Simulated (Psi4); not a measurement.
**Geometry relaxation, with input and output: CH₃OSi (part 1 of 3)**

- system: CH₃OSi, multiplicity 2
- method: MP2/6-31G**, UHF (Psi4 1.11)

The geometry comes from this level: GFN2-xTB.

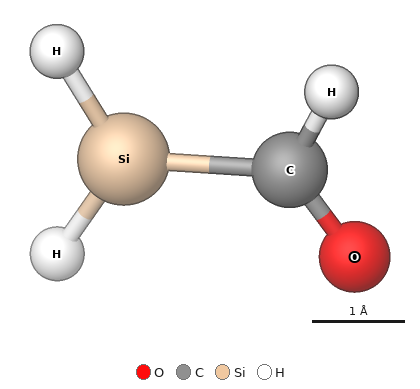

Figure 1. The input geometry (ball-and-stick view, seen at a tilt).

The input (ch3osi_ase.py):
```python
import numpy as np
from ase.calculators.psi4 import Psi4
from ase import Atoms
from ase.optimize import BFGSLineSearch

mol = Atoms(['O', 'C', 'Si', 'H', 'H', 'H'], positions=[
    [-0.405500, -1.673820, 0.915670],
    [-0.242670, -0.939410, -0.057320],
    [0.219510, 0.844060, 0.059210],
    [-0.377500, -1.353030, -1.078150],
    [0.382310, 1.607150, -1.165410],
    [0.423850, 1.515060, 1.325990],
])
calc = Psi4(atoms=mol, method='mp2', basis='6-31G**', memory='1600MB', num_threads=1, charge=0, multiplicity=2, label='ch3osi', reference='uhf')
calc.psi4.set_options({'freeze_core': True})
mol.calc = calc

opt = BFGSLineSearch(mol)
done = opt.run(fmax=0.01, steps=60)
print('converged:', done)
for s, p in zip(mol.symbols, mol.positions):
    print(f'{s:2s} {p[0]:12.6f} {p[1]:12.6f} {p[2]:12.6f}')
```

Launch command:
```bash
python ch3osi_ase.py
```

Output:
```
gradient() will perform analytic gradient computation.
    For method 'MP2', SCF Algorithm Type (re)set to DISK_DF.

   => Loading Basis Set <=

    Name: 6-31G**
    Role: ORBITAL
    Keyword: BASIS

         ---------------------------------------------------------
                                   SCF
                              UHF Reference
                        1 Threads,   1525 MiB Core
         ---------------------------------------------------------

  ==> Geometry <==

    Molecular point group: c1
    Full point group: C1

    Geometry (in Angstrom), charge = 0, multiplicity = 2:

       Center              X                  Y                   Z               Mass
    ------------   -----------------  -----------------  -----------------  -----------------
         O           -0.754511887411    -1.287015141143     0.694722165949    15.994914619570
         C           -0.281096291857    -0.777185424360    -0.275117705426    12.000000000000
         SI           0.551021544844     0.992198126291    -0.226886641329    27.976926534650
         H           -0.303914628325    -1.293034471015    -1.263753222050     1.007825032230
         H           -0.034313295513     1.834823648729    -1.291829440259     1.007825032230
         H            0.363648449166     1.594760553709     1.103923574062     1.007825032230

  Running in c1 symmetry.

  Rotational constants: A =      1.55705  B =      0.18209  C =      0.16662 [cm^-1]
  Rotational constants: A =  46679.03942  B =   5459.00767  C =   4995.10618 [MHz]
  Nuclear repulsion =   88.347531181000633

  Charge       = 0
  Multiplicity = 2
  Electrons    = 31
  Nalpha       = 16
  Nbeta        = 15

  ==> Algorithm <==

  SCF Algorithm Type is DISK_DF.
  DIIS enabled.
  MOM disabled.
  Fractional occupation disabled.
  Guess Type is SAD.
  Energy threshold   = 1.00e-10
  Density threshold  = 1.00e-10
  Integral threshold = 1.00e-12

  ==> Primary Basis <==

  Basis Set: 6-31G**
    Blend: 6-31G**
    Number of shells: 29
    Number of basis functions: 64
    Number of Cartesian functions: 64
    Spherical Harmonics?: false
    Max angular momentum: 2

   => Loading Basis Set <=

    Name: (6-31G** AUX)
    Role: JKFIT
    Keyword: DF_BASIS_SCF

  ==> Integral Setup <==

  ==> DiskDFJK: Density-Fitted J/K Matrices <==

    J tasked:                  Yes
    K tasked:                  Yes
    wK tasked:                  No
    Integrals threads:           1
    Memory [MiB]:             1144
    Algorithm:                Core
    Integral Cache:           SAVE
    Schwarz Cutoff:          1E-12
    Fitting Condition:       1E-10

   => Auxiliary Basis Set <=

  Basis Set: (6-31G** AUX)
    Blend: CC-PVDZ-JKFIT
    Number of shells: 111
    Number of basis functions: 367
    Number of Cartesian functions: 367
    Spherical Harmonics?: false
    Max angular momentum: 3

  Minimum eigenvalue in the overlap matrix is 6.6849388626E-03.
  Reciprocal condition number of the overlap matrix is 1.1151248748E-03.
    Using symmetric orthogonalization.

  ==> Pre-Iterations <==

  SCF Guess: Superposition of Atomic Densities via on-the-fly atomic UHF (no occupation information).

   -------------------------
    Irrep   Nso     Nmo
   -------------------------
     A         64      64
   -------------------------
    Total      64      64
   -------------------------

  ==> Iterations <==

                           Total Energy        Delta E     RMS |[F,P]|

   @DF-UHF iter SAD:  -402.36755751591545   -4.02368e+02   0.00000e+00
   @DF-UHF iter   1:  -403.20931814872966   -8.41761e-01   6.36459e-03 ADIIS/DIIS
   @DF-UHF iter   2:  -403.26809001529875   -5.87719e-02   5.45744e-03 ADIIS/DIIS
   @DF-UHF iter   3:  -403.31694238513410   -4.88524e-02   8.49316e-04 ADIIS/DIIS
   @DF-UHF iter   4:  -403.32333101866874   -6.38863e-03   3.96083e-04 ADIIS/DIIS
   @DF-UHF iter   5:  -403.32469417296835   -1.36315e-03   1.90216e-04 ADIIS/DIIS
   @DF-UHF iter   6:  -403.32518106365239   -4.86891e-04   8.32974e-05 DIIS
   @DF-UHF iter   7:  -403.32526007005617   -7.90064e-05   5.17456e-05 DIIS
   @DF-UHF iter   8:  -403.32530673635682   -4.66663e-05   4.31929e-05 DIIS
   @DF-UHF iter   9:  -403.32535166387038   -4.49275e-05   3.80443e-05 DIIS
   @DF-UHF iter  10:  -403.32543298991135   -8.13260e-05   2.77484e-05 DIIS
   @DF-UHF iter  11:  -403.32548882998924   -5.58401e-05   1.55539e-05 DIIS
   @DF-UHF iter  12:  -403.32549963722437   -1.08072e-05   8.26578e-06 DIIS
   @DF-UHF iter  13:  -403.32550206705548   -2.42983e-06   5.12493e-06 DIIS
   @DF-UHF iter  14:  -403.32550280513584   -7.38080e-07   3.32705e-06 DIIS
   @DF-UHF iter  15:  -403.32550316234909   -3.57213e-07   1.84753e-06 DIIS
   @DF-UHF iter  16:  -403.32550322933395   -6.69849e-08   9.88515e-07 DIIS
   @DF-UHF iter  17:  -403.32550325226379   -2.29298e-08   3.74350e-07 DIIS
   @DF-UHF iter  18:  -403.32550325480008   -2.53630e-09   1.22711e-07 DIIS
   @DF-UHF iter  19:  -403.32550325502507   -2.24986e-10   5.78308e-08 DIIS
   @DF-UHF iter  20:  -403.32550325505900   -3.39355e-11   2.28689e-08 DIIS
   @DF-UHF iter  21:  -403.32550325506764   -8.64020e-12   9.65139e-09 DIIS
   @DF-UHF iter  22:  -403.32550325506924   -1.59162e-12   4.45001e-09 DIIS
   @DF-UHF iter  23:  -403.32550325506980   -5.68434e-13   1.18946e-09 DIIS
   @DF-UHF iter  24:  -403.32550325506946    3.41061e-13   5.92992e-10 DIIS
   @DF-UHF iter  25:  -403.32550325506975   -2.84217e-13   2.27935e-10 DIIS
   @DF-UHF iter  26:  -403.32550325506929    4.54747e-13   7.18585e-11 DIIS
  Energy and wave function converged.

  ==> Post-Iterations <==

   @Spin Contamination Metric:   4.806549151E-02
   @S^2 Expected:                7.500000000E-01
   @S^2 Observed:                7.980654915E-01
   @S   Expected:                5.000000000E-01
   @S   Observed:                5.000000000E-01

    Orbital Energies [Eh]
    ---------------------

    Alpha Occupied:

       1A    -68.787847     2A    -20.589927     3A    -11.328881
       4A     -6.149235     5A     -4.261457     6A     -4.251728
       7A     -4.251526     8A     -1.422322     9A     -0.849367
      10A     -0.729822    11A     -0.663884    12A     -0.595777
      13A     -0.565692    14A     -0.504057    15A     -0.403903
      16A     -0.345323

    Alpha Virtual:

      17A      0.115409    18A      0.138969    19A      0.171493
      20A      0.237577    21A      0.276932    22A      0.288022
      23A      0.367359    24A      0.369912    25A      0.437453
      26A      0.480425    27A      0.729228    28A      0.737205
      29A      0.828435    30A      0.842526    31A      0.863467
      32A      0.943805    33A      0.982991    34A      1.046172
      35A      1.078061    36A      1.116119    37A      1.138406
      38A      1.253261    39A      1.301776    40A      1.360294
      41A      1.416941    42A      1.707511    43A      1.730208
      44A      1.841468    45A      1.981108    46A      2.114323
      47A      2.169598    48A      2.321901    49A      2.350790
      50A      2.396698    51A      2.415108    52A      2.465987
      53A      2.502696    54A      2.722642    55A      2.804388
      56A      2.866001    57A      2.946328    58A      3.097951
      59A      3.171096    60A      3.309453    61A      3.372246
      62A      3.676558    63A      4.191252    64A      4.627457

    Beta Occupied:

       1A    -68.781934     2A    -20.580102     3A    -11.332989
       4A     -6.140364     5A     -4.247606     6A     -4.247258
       7A     -4.239186     8A     -1.400371     9A     -0.843254
      10A     -0.701625    11A     -0.652468    12A     -0.584432
      13A     -0.517923    14A     -0.494777    15A     -0.386901

    Beta Virtual:

      16A      0.025178    17A      0.148374    18A      0.154690
      19A      0.196445    20A      0.249930    21A      0.295817
      22A      0.301862    23A      0.373069    24A      0.419016
      25A      0.463740    26A      0.497139    27A      0.734593
      28A      0.754198    29A      0.859274    30A      0.876123
      31A      0.885974    32A      0.955367    33A      0.990738
      34A      1.050242    35A      1.078381    36A      1.115693
      37A      1.144248    38A      1.287924    39A      1.311201
      40A      1.366761    41A      1.424022    42A      1.712272
      43A      1.725376    44A      1.842444    45A      1.991097
      46A      2.115950    47A      2.182632    48A      2.324885
      49A      2.355392    50A      2.400821    51A      2.416893
      52A      2.461681    53A      2.504366    54A      2.722469
      55A      2.805609    56A      2.869305    57A      2.948851
      58A      3.100798    59A      3.173039    60A      3.314514
      61A      3.383315    62A      3.675849    63A      4.199582
      64A      4.623243

    Final Occupation by Irrep:
              A
    DOCC [    15 ]
    SOCC [     1 ]
    NA   [    16 ]
    NB   [    15 ]

  @DF-UHF Final Energy:  -403.32550325506929

   => Energetics <=

    Nuclear Repulsion Energy =             88.3475311810006332
    One-Electron Energy =                -732.4941311963799535
    Two-Electron Energy =                 240.8210967603100698
    Total Energy =                       -403.3255032550692931

  UHF NO Occupations:
  HONO-2 :   14  A 1.9986725
  HONO-1 :   15  A 1.9778573
  HONO-0 :   16  A 1.0000000
  LUNO+0 :   17  A 0.0221427
  LUNO+1 :   18  A 0.0013275
  LUNO+2 :   19  A 0.0003359
  LUNO+3 :   20  A 0.0002205

Computation Completed

Properties will be evaluated at   0.000000,   0.000000,   0.000000 [a0]

Properties computed using the SCF density matrix

 Multipole Moments:

 ------------------------------------------------------------------------------------
     Multipole            Electronic (a.u.)      Nuclear  (a.u.)        Total (a.u.)
 ------------------------------------------------------------------------------------

 L = 1.  Multiply by 2.5417464519 to convert [e a0] to [Debye]
 Dipole X            :          0.4594649            0.0322185            0.4916834
 Dipole Y            :         -1.5205311            2.0183972            0.4978662
 Dipole Z            :          0.6004119           -1.3624944           -0.7620825
 Magnitude           :                                                    1.0345980

 ------------------------------------------------------------------------------------

	total time  =          1 seconds =       0.02 minutes
  Constructing Basis Sets for DFOCC...

   => Loading Basis Set <=

    Name: (6-31G** AUX)
    Role: JKFIT
    Keyword: DF_BASIS_SCF

   => Loading Basis Set <=

    Name: (6-31G** AUX)
    Role: RIFIT
    Keyword: DF_BASIS_CC

  Module DFOCC Options:
  ----------------------------------------------------------------------------
  ACTIVE                        => (empty)
  BASIS_RELATIVISTIC            => (empty)
  BENCH                         => (empty)
  CC_DIIS_MAX_VECS              => (empty)
  CC_DIIS_MIN_VECS              => (empty)
  CC_LAMBDA                     => (empty)
  CC_MAXITER                    => (empty)
  CC_TYPE                       => (empty)
  CHOLESKY                      => (empty)
  CHOLESKY_TOLERANCE            => (empty)
  CI_TYPE                       => (empty)
  COMPUT_S2                     => (empty)
  CUBEPROP_BASIS_FUNCTIONS      => (empty)
  CUBEPROP_FILEPATH             => (empty)
  CUBEPROP_ISOCONTOUR_THRESHOLD => (empty)
  CUBEPROP_ORBITALS             => (empty)
  CUBEPROP_TASKS                => (empty)
  CUBIC_BASIS_TOLERANCE         => (empty)
  CUBIC_BLOCK_MAX_POINTS        => (empty)
  CUBIC_GRID_OVERAGE            => (empty)
  CUBIC_GRID_SPACING            => (empty)
  CUTOFF                        => (empty)
  DDX                           => (empty)
  DEBUG                         => (empty)
  DERTYPE                       => FIRST           !
  DF_BASIS_CC                   => (empty)
  DIE_IF_NOT_CONVERGED          => (empty)
  DKH_ORDER                     => (empty)
  DOCC                          => (empty)
  DO_DIIS                       => (empty)
  DO_LEVEL_SHIFT                => (empty)
  DO_SCS                        => FALSE           !
  DO_SOS                        => FALSE           !
  E3_SCALE                      => (empty)
  EKT_IP                        => (empty)
  EXTERNAL_POTENTIAL_SYMMETRY   => (empty)
  E_CONVERGENCE                 => 1e-08           !
  FREEZE_CORE                   => 1               !
  FREEZE_CORE_POLICY            => (empty)
  FROZEN_DOCC                   => (empty)
  FROZEN_UOCC                   => (empty)
  HESS_TYPE                     => (empty)
  INTEGRAL_CUTOFF               => (empty)
  INTEGRAL_PACKAGE              => (empty)
  LEVEL_SHIFT                   => (empty)
  LINEQ_SOLVER                  => (empty)
  LITERAL_CFOUR                 => (empty)
  LS_THC_BASIS_TOLERANCE        => (empty)
  LS_THC_DF                     => (empty)
  LS_THC_PRUNING_SCHEME         => (empty)
  LS_THC_RADIAL_POINTS          => (empty)
  LS_THC_SPHERICAL_POINTS       => (empty)
  LS_THC_S_EPSILON              => (empty)
  LS_THC_WEIGHTS_TOLERANCE      => (empty)
  MAT_NUM_COLUMN_PRINT          => (empty)
  MAX_MOGRAD_CONVERGENCE        => (empty)
  MAX_RADIAL_MOMENT             => (empty)
  MBIS_D_CONVERGENCE            => (empty)
  MBIS_MAXITER                  => (empty)
  MBIS_PRUNING_SCHEME           => (empty)
  MBIS_RADIAL_POINTS            => (empty)
  MBIS_SPHERICAL_POINTS         => (empty)
  MOLDEN_WITH_VIRTUAL           => (empty)
  MOLDEN_WRITE                  => (empty)
  MO_DIIS_NUM_VECS              => (empty)
  MO_MAXITER                    => (empty)
  MO_STEP_MAX                   => (empty)
  MP2_AMP_TYPE                  => (empty)
  MP2_OS_SCALE                  => (empty)
  MP2_SOS_SCALE                 => (empty)
  MP2_SOS_SCALE2                => (empty)
  MP2_SS_SCALE                  => (empty)
  MP2_TYPE                      => (empty)
  MP_TYPE                       => (empty)
  NAT_ORBS                      => FALSE           !
  NUM_FROZEN_DOCC               => (empty)
  NUM_FROZEN_UOCC               => (empty)
  NUM_GPUS                      => (empty)
  OCC_ORBS_PRINT                => (empty)
  OEPROP                        => (empty)
  OO_SCALE                      => (empty)
  OPT_METHOD                    => (empty)
  ORBITAL_OPTIMIZER_PACKAGE     => (empty)
  ORB_OPT                       => FALSE           !
  ORB_RESP_SOLVER               => (empty)
  ORTH_TYPE                     => (empty)
  PARENT_SYMMETRY               => (empty)
  PCG_BETA_TYPE                 => (empty)
  PCG_CONVERGENCE               => (empty)
  PCG_MAXITER                   => (empty)
  PCM                           => (empty)
  PE                            => (empty)
  PPL_TYPE                      => (empty)
  PRINT                         => (empty)
  PRINT_NOONS                   => (empty)
  PROPERTIES                    => (empty)
  PROPERTIES_ORIGIN             => (empty)
  PUREAM                        => (empty)
  QCHF                          => (empty)
  QC_MODULE                     => (empty)
  RAS1                          => (empty)
  RAS2                          => (empty)
  RAS3                          => (empty)
  RAS4                          => (empty)
  READ_SCF_3INDEX               => (empty)
  REGULARIZATION                => (empty)
  REG_PARAM                     => (empty)
  RELATIVISTIC                  => (empty)
  REMP_A                        => (empty)
  RESTRICTED_DOCC               => (empty)
  RESTRICTED_UOCC               => (empty)
  RMS_MOGRAD_CONVERGENCE        => (empty)
  R_CONVERGENCE                 => (empty)
  SCF_TYPE                      => DISK_DF         !
  SCREENING                     => (empty)
  SCS_TYPE                      => (empty)
  SOCC                          => (empty)
  SOS_TYPE                      => (empty)
  TRIPLES_IABC_TYPE             => (empty)
  WFN                           => (empty)
  WFN_TYPE                      => DF-OMP2         !
  WRITER_FILE_LABEL             => (empty)
  ZORA_BASIS_TOLERANCE          => (empty)
  ZORA_NR_DEBUG                 => (empty)
  ZORA_PRUNING_SCHEME           => (empty)
  ZORA_RADIAL_POINTS            => (empty)
  ZORA_SPHERICAL_POINTS         => (empty)
```
